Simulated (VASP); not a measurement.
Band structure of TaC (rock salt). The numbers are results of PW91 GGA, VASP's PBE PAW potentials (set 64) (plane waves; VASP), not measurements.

Unless said otherwise, spin-orbit coupling is left out, though it shifts the bands of the heavy elements here.

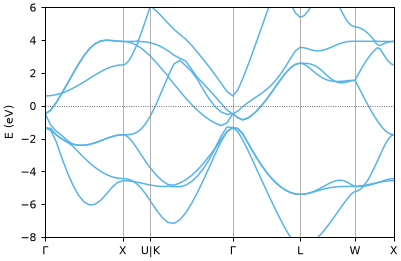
Bands along high-symmetry lines, zero at the valence-band maximum or, without a gap, the Fermi level

Q: Read the plot: is there a gap, and where are the band edges?

A: It has no gap at this level: it comes out as a metal or semimetal. (Edges off the drawn lines would not show.)

The compound is TaC in the rock salt structure. It was relaxed first. The electron count is odd and the run is not spin-polarised, which forces a metal.
